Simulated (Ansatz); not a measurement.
**CF+ (SMILES [C+]F) at wB97M-V/aug-cc-pVTZ**

Aim: the vertical singlet–triplet gap of CF+ at wB97M-V/aug-cc-pVTZ, from 2 runs. 

Program for the calculation: Ansatz 0.2.0.

2 further runs of the same task are left out: 2 set aside as unsound or not needed.

### 1 The system as given

CF+: 2 atoms, total charge +1, spin state singlet. As SMILES, `[C+]F`. The shape is that of a PBE0-D4/def2-TZVP optimisation.

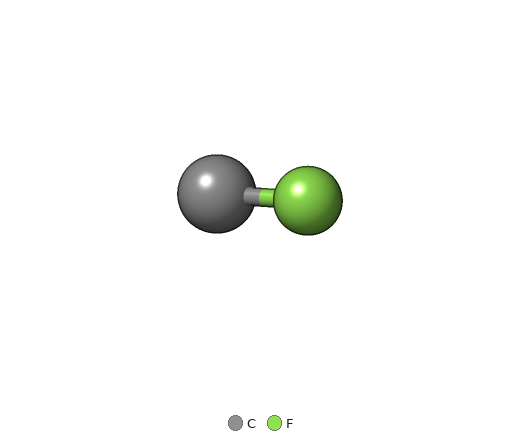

Viewed from a chosen angle; carbon grey, fluorine green.

### 2 The energy at wB97M-V/aug-cc-pVTZ

The input, input.yaml:

```yaml
basis:
  gaussian: {orbitals: aug-cc-pVTZ}
crystal:
  periodic: [false, false, false]
  atoms:
    - {symbol: C, position_ang: [0.492270, -0.160830, 0.253170]}
    - {symbol: F, position_ang: [-0.492270, 0.160830, -0.253170]}
total_charge: 1
hamiltonian: {xc: {name: wB97M-V}}
accuracy: high
output: {orbitals: {seedname: orbitals}}
```

Command:

```sh
$ ansatz run input.yaml --threads 1 --pin off --max-ram 3480MiB --events-out events.jsonl --progress --plain --runs-dir runs
```

Output:

```text
Warning: RAYON_NUM_THREADS=1 ignored (pool sized by the plan → 1); use --threads N
Functional definition: wB97M-V
  name "wB97M-V"
  parameter omega = 0.3/bohr
  parameter cx = 0.15
  parameter cx01 = 1.007
  parameter cx10 = 0.259
  parameter css00 = 0.443
  parameter css04 = -1.437
  parameter css10 = -4.535
  parameter css20 = -3.390
  parameter css43 = 4.278
  parameter cos00 = 1.000
  parameter cos10 = 1.358
  parameter cos20 = 2.924
  parameter cos21 = -8.812
  parameter cos60 = -1.390
  parameter cos61 = 9.142
  parameter b = 6.0
  parameter c = 0.01
  gx(w, u) = 1 - cx + cx01*u + cx10*w
  gss(w, u) = css00 + css04*u^4 + css10*w + css20*w^2 + css43*w^4*u^3
  gos(w, u) = cos00 + cos10*w + (cos20 + cos21*u)*w^2 + (cos60 + cos61*u)*w^6
  exchange = spin_sum(e_x_unif_sr(omega)*gx(b97_w, b97_u_x)) + cx*exact_x_sr(omega) + exact_x_lr(omega)
  correlation = spin_sum(e_c_pw_mod_same_spin*gss(b97_w, b97_u_same))
      + integral(e_c_pw_mod_opposite_spin*gos(b97_w_opposite, b97_u_opposite)) + vv10(b, c)
1257 factors; integrals over basis functions are off by at most 3.3e-9 eV
254 factors; integrals over basis functions are off by at most 1.4e-9 eV
mean field evaluation 1: about -3733.7036 eV, gradient 7.5e1 eV
mean field evaluation 2: about -3722.7419 eV, gradient 1.2e2 eV
mean field evaluation 4: about -3740.7007 eV, gradient 9.8e-1 eV
mean field evaluation 8: about -3740.7028 eV, gradient 4.1e-2 eV
mean field evaluation 16: about -3740.7028 eV, gradient 6.6e-7 eV
mean field -3740.70276643 eV, -137.4682911268 hartree, gradient 6.4e-8 eV, S^2 0.000000; 0 other end points of the search recorded, 0 dependent functions left out
reference -3740.70277004 eV, -137.4682912596 hartree; 7, 7 occupied and 85, 85 virtual orbitals, 1257 factors
Total energy: -3740.70277004 eV, -137.4682912596 hartree
```

Run time: 9.3 s. Hardware: 1 thread of Arm Neoverse V2, shared host; peak memory 0.25 GiB.

### 3 The triplet

The input, job.yaml:

```yaml
crystal:
  periodic: [false, false, false]
  atoms:
    - {symbol: C, position_ang: [0.492270, -0.160830, 0.253170]}
    - {symbol: F, position_ang: [-0.492270, 0.160830, -0.253170]}
basis:
  gaussian:
    orbitals: aug-cc-pVTZ
total_charge: 1
magnetization:
  spin_polarized: true
  initial_magnetization: 2
hamiltonian:
  xc: {name: wB97M-V}
accuracy: high
output: {orbitals: {seedname: orbitals}}
```

Command:

```sh
$ ansatz run job.yaml --threads 1 --pin off --max-ram 3480MiB --events-out events.jsonl --progress --plain --runs-dir runs
```

Output:

```text
Warning: RAYON_NUM_THREADS=1 ignored (pool sized by the plan → 1); use --threads N
[... 19 set-up lines as earlier in the session ...]
  gx(w, u) = 1 - cx + cx01*u + cx10*w
  gss(w, u) = css00 + css04*u^4 + css10*w + css20*w^2 + css43*w^4*u^3
  gos(w, u) = cos00 + cos10*w + (cos20 + cos21*u)*w^2 + (cos60 + cos61*u)*w^6
[... 2 set-up lines as earlier in the session ...]
      + integral(e_c_pw_mod_opposite_spin*gos(b97_w_opposite, b97_u_opposite)) + vv10(b, c)
1257 factors; integrals over basis functions are off by at most 3.3e-9 eV
254 factors; integrals over basis functions are off by at most 1.4e-9 eV
mean field evaluation 1: about -3728.5955 eV, gradient 5.2e1 eV
mean field evaluation 2: about -3720.3255 eV, gradient 7.5e1 eV
mean field evaluation 4: about -3735.6232 eV, gradient 9.7e-1 eV
mean field evaluation 8: about -3735.6373 eV, gradient 4.1e-2 eV
mean field evaluation 16: about -3735.6374 eV, gradient 9.4e-6 eV
mean field -3735.63735818 eV, -137.2821408072 hartree, gradient 7.2e-8 eV, S^2 2.005939; 0 other end points of the search recorded, 0 dependent functions left out
reference -3735.63736197 eV, -137.2821409464 hartree; 8, 6 occupied and 84, 86 virtual orbitals, 1257 factors
Total energy: -3735.63736197 eV, -137.2821409464 hartree
```

It took 13 s on 1 thread of Arm Neoverse V2, shared host; peak memory 0.39 GiB.

### 4 Summary of results

At wB97M-V/aug-cc-pVTZ:

| quantity | value |
| --- | --- |
| singlet: total energy | -137.46829 Eh |
| singlet: HOMO energy | -24.45 eV |
| singlet: LUMO energy | -9.82 eV |
| singlet: HOMO–LUMO gap | 14.63 eV |
| triplet: total energy | -137.28214 Eh |
| triplet: HOMO energy (highest over α and β) | -19.10 eV |
| triplet: LUMO energy (lowest over α and β) | -14.28 eV |
| triplet: ⟨S²⟩ | 2.006 |
| vertical energy of the triplet above the singlet | 5.065 eV |

In words: At this shape the triplet lies 5.07 eV (117 kcal/mol) above the singlet.
